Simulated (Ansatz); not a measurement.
## Hypothetical wurtzite GeSe: thickness series

The reference is GeSe in the wurtzite structure (space group P6_3mc, No. 186; a = 4.7902 Å, c = 5.8625 Å; a hypothetical phase, not in the database extracts checked). Axes: x lies along a and z along c of the hexagonal cell.

Free-standing slabs (4 atom(s) a layer) normal to the y axis with 15 Å of vacuum; in-plane cell held at bulk.

The values are results of Ansatz (a quantum-chemistry and plane-wave program), PBE, PAW, cutoff 420 eV, without spin-orbit coupling, earlier PAW set, not measurements.

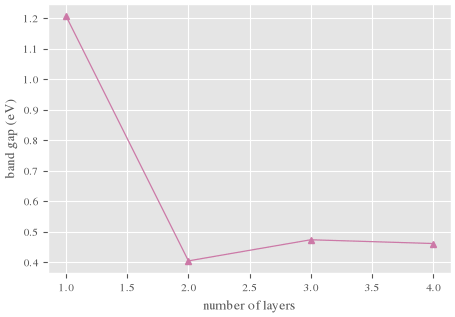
Figure. Band gap against number of layers

```tsv
number of layers	band gap
1	1.21 eV
2	0.40 eV
3	0.47 eV
4	0.46 eV
```

Whether these cells are dynamically stable was not tested.
